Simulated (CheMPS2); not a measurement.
# B2O2 (diboron dioxide) at DMRG/STO-3G

What is the vertical singlet–triplet gap of B2O2 (diboron dioxide) at DMRG/STO-3G? 

The calculation is run with CheMPS2 1.8.12.

2 further runs of the same task are left out: 1 that didn't finish, 1 set aside as unsound or not needed.

### Step 1. The structure to begin with

The species is B2O2 (4 atoms), meant as a singlet with charge 0. As SMILES, `O=BB=O`. The shape is that of a PBE0-D4/def2-TZVP optimisation.

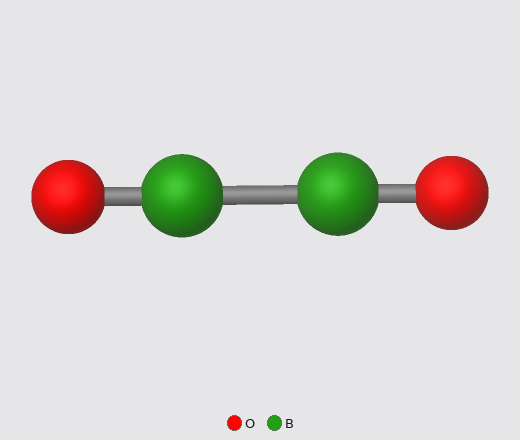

The structure, seen from a chosen angle (oxygen red, boron green).

### Step 2. The energy at DMRG/STO-3G

File integrals.py:

```python
import numpy as np
from pyscf import ao2mo, cc, dft, gto, lo, mcscf, mp, scf
from pyscf.tools import fcidump

geom = """
O     -0.743090     0.459760     1.817650
B     -0.302300     0.187070     0.739120
B      0.302150    -0.186920    -0.739220
O      0.743230    -0.459920    -1.817550
"""
mol = gto.M(
    atom=geom,
    basis="sto-3g",
    charge=0,
    verbose=3,
    max_memory=2000,
)
print("basis functions = %d" % (mol.nao))
mf = scf.RHF(mol)
mf.conv_tol = 1e-10
mf.max_cycle = 200
mf.kernel()
if not mf.converged:
    mf = mf.newton().run(mf.mo_coeff, mf.mo_occ)
print(f"reference energy = {mf.e_tot:.10f}")
ref = mf
pt = mp.MP2(ref, frozen=4).run()
mycc = cc.CCSD(ref, frozen=4)
mycc.max_cycle = 150
mycc.kernel()
print("MP2 total energy = %.10f" % (pt.e_tot))
if mycc.converged:
    print("E(CCSD) = %.10f" % (mycc.e_tot))
    print(f"E(CCSD(T)) = {mycc.e_tot + mycc.ccsd_t():.10f}")
    print("T1 diagnostic = %.4f" % (mycc.get_t1_diagnostic()))
ks = dft.RKS(mol, xc="m062x").set(conv_tol=1e-9, verbose=3).run()
if ks.converged:
    print("E(M06-2X) = %.8f" % (ks.e_tot))
ks = dft.RKS(mol, xc="bhandhlyp").set(conv_tol=1e-9, verbose=3).run()
if ks.converged:
    print("E(BHLYP) = %.8f" % (ks.e_tot))
ks = dft.RKS(mol, xc="m06l").set(conv_tol=1e-9, verbose=3).run()
if ks.converged:
    print(f"E(M06-L) = {ks.e_tot:.8f}")
mo = mf.mo_coeff.copy()
for a, b in ((4, 13), (13, 20)):
    if b - a > 1:
        mo[:, a:b] = lo.Boys(mol, mo[:, a:b]).kernel()
mf.mo_coeff = mo
cas = mcscf.CASCI(mf, 16, 18)
h1, ecore = cas.get_h1eff()
fcidump.from_integrals("FCIDUMP", h1, cas.get_h2eff(), 16, 18, nuc=ecore, ms=0)
```

File dmrg.input:

```
FCIDUMP = FCIDUMP
GROUP = 0
MULTIPLICITY = 1
NELECTRONS = 18
IRREP = 0
EXCITATION = 0
SWEEP_STATES = 187, 250, 250
SWEEP_ENERGY_CONV = 1e-04, 1e-04, 1e-06
SWEEP_MAX_SWEEPS = 2, 2, 6
SWEEP_NOISE_PREFAC = 0.05, 0.005, 0.0
SWEEP_DVDSON_RTOL = 3e-04, 3e-04, 3e-05
NOCC = 0
NACT = 16
NVIR = 0
MOLCAS_FIEDLER = TRUE
PRINT_CORR = TRUE
TMP_FOLDER = .
```

The run is started by

```bash
python integrals.py && chemps2 --file=dmrg.input
```

What it wrote:

```text
$ python integrals.py
basis functions = 20
converged SCF energy = -196.527763470391
reference energy = -196.5277634704
E(RMP2) = -196.774473886159  E_corr = -0.246710415767715
E(SCS-RMP2) = -196.76944113495  E_corr = -0.241677664558718
E(CCSD) = -196.7790543804867  E_corr = -0.2512909100958087
MP2 total energy = -196.7744738862
E(CCSD) = -196.7790543805
CCSD(T) correction = -0.0146030397905618
E(CCSD(T)) = -196.7936574203
T1 diagnostic = 0.0248
converged SCF energy = -197.548933548392
E(M06-2X) = -197.54893355
converged SCF energy = -197.452316626269
E(BHLYP) = -197.45231663
converged SCF energy = -197.523560961671
E(M06-L) = -197.52356096

$ chemps2 --file=dmrg.input

Running chemps2 version 1.8.12 () with the following options:

   FCIDUMP            = FCIDUMP
   GROUP              = c1
   MULTIPLICITY       = 1
   NELECTRONS         = 18
   IRREP              = A
   EXCITATION         = 0
   SWEEP_STATES       = [ 187 ; 250 ; 250 ]
   SWEEP_ENERGY_CONV  = [ 0.0001 ; 0.0001 ; 1e-06 ]
   SWEEP_MAX_SWEEPS   = [ 2 ; 2 ; 6 ]
   SWEEP_NOISE_PREFAC = [ 0.05 ; 0.005 ; 0 ]
   SWEEP_DVDSON_RTOL  = [ 0.0003 ; 0.0003 ; 3e-05 ]
   NOCC               = [ 0 ]
   NACT               = [ 16 ]
   NVIR               = [ 0 ]
   MOLCAS_2RDM        =
   MOLCAS_3RDM        =
   MOLCAS_F4RDM       =
   MOLCAS_FOCK        =
   MOLCAS_FIEDLER     = TRUE
   MOLCAS_MPS         = FALSE
   MOLCAS_STATE_AVG   = FALSE
   PRINT_CORR         = TRUE
   TMP_FOLDER         = .

CheMPS2::Hamiltonian : Reading FCIDUMP file FCIDUMP
CheMPS2::Hamiltonian : Finished reading FCIDUMP file FCIDUMP
   EdmistonRuedenberg::FiedlerGlobal : Cost function at start = 311.932600969745
   EdmistonRuedenberg::FiedlerGlobal : Cost function at end   = 58.4755586565359
   EdmistonRuedenberg::FiedlerGlobal : Reordering = [ 3, 8, 5, 0, 13, 15, 9, 2, 11, 10, 14, 12, 1, 7, 6, 4 ].

   CheMPS2: a spin-adapted implementation of DMRG for ab initio quantum chemistry

[... 31 lines left out ...]
***     Minimum energy           = -196.793146157458
[... 33 lines left out ...]
***     Minimum energy           = -196.795365521382
[... 7 lines left out ...]
***     Minimum energy           = -196.795382884911
[... 6 lines left out ...]
***     Minimum energy           = -196.795383444249
[... 8 lines left out ...]
***     Maximum discarded weight during the last sweep     = 1.93012077677726e-06
[... 6 lines left out ...]
***     Maximum discarded weight = 6.28924198739547e-07
[... 6 lines left out ...]
***     Maximum discarded weight = 6.90206374784118e-07
[... 13 lines left out ...]
***     Minimum energy           = -196.795402277692
[... 6 lines left out ...]
***     Minimum energy           = -196.795402663066
[... 8 lines left out ...]
***     Maximum discarded weight during the last sweep     = 7.21398300802325e-07
[... 71 lines left out ...]
    0.012850   -0.027817   -0.001095   -0.001682   -0.000608   -0.030872   -0.000636   -0.034924
    0.000067   -0.000682   -0.032758   -0.001682   -0.031023   -0.000566   -0.029832   -0.001091
    0.001868   -0.005119   -0.005119   -0.028529   -0.005118   -0.005118   -0.005118   -0.005118
[... 12 lines of this table left out ...]
   -0.027820    0.013718    0.000705    0.001594    0.000828    0.013718    0.000690    0.074211

--------------------------------------------------------
Singlet diradical correlation function = < d_i,up d_j,down > + < d_i,down d_j,up > - < d_i,up > * < d_j,down > - < d_i,down > * < d_j,up >
Hamiltonian index order is used!

   Columns 1 to 8

   -0.000451    0.000049    0.001335    0.000807    0.000009    0.009162    0.000084    0.000047
    0.000049   -0.000451    0.001335    0.000009    0.000807    0.000084    0.009162    0.009162
    0.001335    0.001335   -0.000083    0.000489    0.000489    0.001335    0.001335    0.001335
[... 12 lines of this table left out ...]
    0.008399    0.000672    0.001842    0.001373    0.000047    0.008530    0.000343    0.000268

   Columns 9 to 16

    0.009162    0.006345    0.000674    0.000818    0.000295    0.008530    0.000313    0.008399
    0.000047    0.000343    0.007713    0.000818    0.008575    0.000269    0.006869    0.000672
    0.001335    0.001843    0.001843    0.003520    0.001842    0.001842    0.001842    0.001842
[... 12 lines of this table left out ...]
    0.006346    0.009090    0.000578    0.001394    0.000889    0.009091    0.000502   -0.000509

--------------------------------------------------------
Two-orbital mutual information = 0.5 * ( s1(i) + s1(j) - s2(i,j) ) * ( 1 - delta(i,j) )
Hamiltonian index order is used!

   Columns 1 to 8

    0           0.000035    0.001813    0.002284    0.000005    0.019008    0.000072    0.000021
    0.000035    0           0.001880    0.000005    0.002284    0.000103    0.017652    0.019008
    0.001813    0.001880    0           0.001331    0.001044    0.001728    0.001870    0.001826
[... 12 lines of this table left out ...]
    0.034644    0.000473    0.003934    0.004554    0.000022    0.031920    0.000157    0.000112

   Columns 9 to 16

    0.017652    0.024007    0.000517    0.000920    0.000134    0.032124    0.000147    0.034644
    0.000016    0.000188    0.031199    0.000921    0.032344    0.000113    0.026742    0.000473
    0.001810    0.004020    0.003994    0.042844    0.003942    0.003937    0.003928    0.003934
[... 12 lines of this table left out ...]
    0.024069    0.018383    0.000492    0.001822    0.001207    0.018384    0.000238    0

--------------------------------------------------------
```

Run time: 3 min. Hardware: 1 thread of Intel Xeon Platinum 8259CL at 2.50GHz (Skylake/Cascade Lake), shared host; peak memory 0.18 GiB.

### Step 3. The triplet: a single-point energy at DMRG/STO-3G

File integrals.py:

```python
from pyscf import ao2mo, cc, dft, gto, mcscf, mp, scf
from pyscf.tools import fcidump

geom = "mol.xyz"
mol = gto.M(
    atom=geom,
    basis="sto-3g",
    charge=0,
    spin=2,
    verbose=3,
    max_memory=2000,
)
print("nao = %d" % (mol.nao))
mf = scf.ROHF(mol)
mf.conv_tol = 1e-10
mf.max_cycle = 200
mf.kernel()
if not mf.converged:
    mf = mf.newton().run(mf.mo_coeff, mf.mo_occ)
print("SCF energy = %.10f" % (mf.e_tot))
ref = scf.UHF(mol).run(mf.make_rdm1(), conv_tol=1e-10)
pt = mp.MP2(ref, frozen=4).run()
mycc = cc.CCSD(ref, frozen=4)
mycc.max_cycle = 150
mycc.kernel()
print(f"E(MP2) = {pt.e_tot:.10f}")
if mycc.converged:
    print(f"CCSD total energy = {mycc.e_tot:.10f}")
    print("E(CCSD(T)) = %.10f" % (mycc.e_tot + mycc.ccsd_t()))
ks = dft.UKS(mol, xc="m062x").set(conv_tol=1e-9, verbose=3).run(mf.make_rdm1())
if ks.converged:
    print("E(M06-2X) = %.8f" % (ks.e_tot))
ks = dft.UKS(mol, xc="bhandhlyp").set(conv_tol=1e-9, verbose=3).run(mf.make_rdm1())
if ks.converged:
    print(f"E(BHLYP) = {ks.e_tot:.8f}")
ks = dft.UKS(mol, xc="m06l").set(conv_tol=1e-9, verbose=3).run(mf.make_rdm1())
if ks.converged:
    print(f"E(M06-L) = {ks.e_tot:.8f}")
cas = mcscf.CASCI(mf, 16, 18)
h1, ecore = cas.get_h1eff()
fcidump.from_integrals("FCIDUMP", h1, cas.get_h2eff(), 16, 18, nuc=ecore, ms=2)
```

File dmrg.input:

```
FCIDUMP = FCIDUMP
GROUP = 0
MULTIPLICITY = 3
NELECTRONS = 18
IRREP = 0
EXCITATION = 0
SWEEP_STATES = 50, 100, 200, 200
SWEEP_ENERGY_CONV = 1e-04, 1e-04, 1e-04, 1e-06
SWEEP_MAX_SWEEPS = 3, 3, 3, 6
SWEEP_NOISE_PREFAC = 0.05, 0.05, 0.005, 0.0
SWEEP_DVDSON_RTOL = 3e-04, 3e-04, 3e-04, 3e-05
NOCC = 0
NACT = 16
NVIR = 0
MOLCAS_FIEDLER = TRUE
PRINT_CORR = TRUE
TMP_FOLDER = .
```

The run is started by

```bash
python integrals.py && chemps2 --file=dmrg.input
```

What it wrote:

```text
$ python integrals.py
nao = 20
converged SCF energy = -196.154430138238
SCF energy = -196.1544301382

WARN: HOMO -0.119865794062317 >= LUMO -0.119298404476847

converged SCF energy = -196.163854286344  <S^2> = 2.04734  2S+1 = 3.0313957
E(UMP2) = -196.413707085667  E_corr = -0.24985279932234
E(SCS-UMP2) = -196.394453712762  E_corr = -0.230599426417624
UCCSD not converged
E(UCCSD) = -196.4276500236535  E_corr = -0.2637957373089715
E(MP2) = -196.4137070857

WARN: HOMO -0.0658887424346106 >= LUMO -0.1975257741123

WARN: HOMO -0.051753886528882 >= LUMO -0.224106300623631

WARN: HOMO -0.0634476651729206 >= LUMO -0.208780969174942

WARN: HOMO -0.0639010335123003 >= LUMO -0.208195229469696

WARN: HOMO -0.0644518268452143 >= LUMO -0.208807037181421

WARN: HOMO -0.0645630311955943 >= LUMO -0.208826970738718

WARN: HOMO -0.064576025383132 >= LUMO -0.208832418422316

WARN: HOMO -0.0645926563096453 >= LUMO -0.208851701301191

WARN: HOMO -0.0645915039084846 >= LUMO -0.208851481331596

WARN: HOMO -0.0645948876647027 >= LUMO -0.208851155507325

WARN: HOMO -0.0645998782140316 >= LUMO -0.208854737399101

WARN: HOMO -0.0646003125965298 >= LUMO -0.208855219848762

WARN: HOMO -0.0646016202446871 >= LUMO -0.208855603077031

WARN: HOMO -0.0646018785409959 >= LUMO -0.208856500273721

WARN: HOMO -0.0646017503221179 >= LUMO -0.208856617527342

WARN: HOMO -0.0646017654840623 >= LUMO -0.208856488548563

converged SCF energy = -197.222982717336  <S^2> = 2.0094576  2S+1 = 3.0062985
E(M06-2X) = -197.22298272

WARN: HOMO -0.0690898022769142 >= LUMO -0.199683682599871

WARN: HOMO -0.057839959393555 >= LUMO -0.217546744138065

WARN: HOMO -0.0650856346301396 >= LUMO -0.204538027965772

WARN: HOMO -0.0646771612533532 >= LUMO -0.20369644268375

WARN: HOMO -0.0648962645465081 >= LUMO -0.203743107562332

WARN: HOMO -0.064876127253374 >= LUMO -0.203685167344851

WARN: HOMO -0.064872279030888 >= LUMO -0.203679442412512

[... 8 lines left out ...]
WARN: HOMO -0.0648573334184566 >= LUMO -0.203664651704132
[... 10 lines left out ...]
WARN: HOMO 0.0266465813556533 >= LUMO -0.250344737492888
[... 9 lines left out ...]
WARN: HOMO 0.00421544886981784 >= LUMO -0.220210738123225
[... 9 lines left out ...]
WARN: HOMO 0.0042174870539422 >= LUMO -0.220175769229378
[... 106 lines left out ...]
***     Maximum discarded weight = 1.0596852179387e-05
[... 21 lines left out ...]
***     Minimum energy           = -196.479290808878
[... 21 lines left out ...]
***     Minimum energy           = -196.486285860157
[... 15 lines left out ...]
***     Maximum discarded weight = 0.000172643655727105
[... 20 lines left out ...]
***     Minimum energy           = -196.492718335867
[... 21 lines left out ...]
***     Minimum energy           = -196.498336235748
[... 15 lines left out ...]
***     Maximum discarded weight = 0.000124508419802049
[... 22 lines left out ...]
***     Maximum discarded weight during the last sweep     = 0.000130730099992775
[... 20 lines left out ...]
***     Minimum energy           = -196.500116004049
[... 15 lines left out ...]
***     Maximum discarded weight = 0.000130655084466491
[... 20 lines left out ...]
***     Minimum energy           = -196.500144646041
[... 15 lines left out ...]
***     Maximum discarded weight = 0.000133985508478754
[... 22 lines left out ...]
***     Maximum discarded weight during the last sweep     = 0.000134066688166477
[... 71 lines left out ...]
    0.000377   -0.001179   -0.001213   -0.000880   -0.002319   -0.000944   -0.003466   -0.001886
    0.000361   -0.001063   -0.001109   -0.000911   -0.002234   -0.000994   -0.003650   -0.001728
    0.001749   -0.002746   -0.002481   -0.006327   -0.027082   -0.005971   -0.001135   -0.002870
[... 12 lines of this table left out ...]
   -0.003990    0.000890    0.000940    0.001324    0.001838    0.001354    0.001099    0.010601

--------------------------------------------------------
Singlet diradical correlation function = < d_i,up d_j,down > + < d_i,down d_j,up > - < d_i,up > * < d_j,down > - < d_i,down > * < d_j,up >
Hamiltonian index order is used!

   Columns 1 to 8

   -0.000017    0.000680    0.000090    0.000813    0.000840    0.000217    0.000458    0.000256
    0.000680   -0.000016    0.000151    0.000805    0.000831    0.000199    0.000395    0.000245
    0.000090    0.000151   -0.000163    0.002454    0.002343   -0.000349    0.001144   -0.000402
[... 12 lines of this table left out ...]
    0.001026    0.000938    0.000644    0.000485    0.000488    0.000045    0.001642    0.000056

   Columns 9 to 16

    0.000408    0.000054    0.000053    0.000264    0.001306    0.000277    0.001882    0.001026
    0.000410    0.000027    0.000021    0.000263    0.001156    0.000279    0.001910    0.000938
    0.001813    0.000174    0.000166    0.001520    0.009282    0.001484    0.000353    0.000644
[... 12 lines of this table left out ...]
    0.002637    0.000182    0.000183    0.000837    0.001827    0.000857    0.001128   -0.000037

--------------------------------------------------------
Two-orbital mutual information = 0.5 * ( s1(i) + s1(j) - s2(i,j) ) * ( 1 - delta(i,j) )
Hamiltonian index order is used!

   Columns 1 to 8

    0           0.001474    0.000127    0.000579    0.000625    0.000211    0.003157    0.000237
    0.001474    0           0.000621    0.000584    0.000629    0.000213    0.000681    0.000242
    0.000127    0.000621    0           0.002063    0.001938    0.000342    0.001383    0.000286
[... 12 lines of this table left out ...]
    0.002783    0.002363    0.002181    0.000493    0.000528    0.000259    0.004111    0.000256

   Columns 9 to 16

    0.000641    0.000314    0.000331    0.000349    0.003052    0.000393    0.005325    0.002783
    0.002013    0.000290    0.000312    0.000365    0.002013    0.000428    0.005961    0.002363
    0.003603    0.004285    0.003897    0.004243    0.039265    0.003797    0.000883    0.002181
[... 12 lines of this table left out ...]
    0.005954    0.000223    0.000240    0.000561    0.005522    0.000578    0.002027    0

--------------------------------------------------------
```

Run time: 7.6 min. Hardware: 1 thread of Intel Xeon Platinum 8259CL at 2.50GHz (Skylake/Cascade Lake), shared host; peak memory 0.19 GiB.

### Step 4. Summary of results

Level: DMRG/STO-3G, 4 core orbitals frozen.

```
                                          quantity          value
                  run 1, DMRG/STO-3G: total energy  -196.79540 Eh
run 1, DMRG/STO-3G: T1 diagnostic of the CCSD step          0.025
                             triplet: total energy  -196.50017 Eh
  vertical energy of the triplet above the singlet       8.034 eV
```

At this shape the triplet lies 8.03 eV (185 kcal/mol) above the singlet. In a minimal basis such a difference can be off by several eV, whatever the method. The T1 diagnostic (run 1, DMRG/STO-3G) of 0.025 is above the customary mark for such species, so a single reference may not serve.
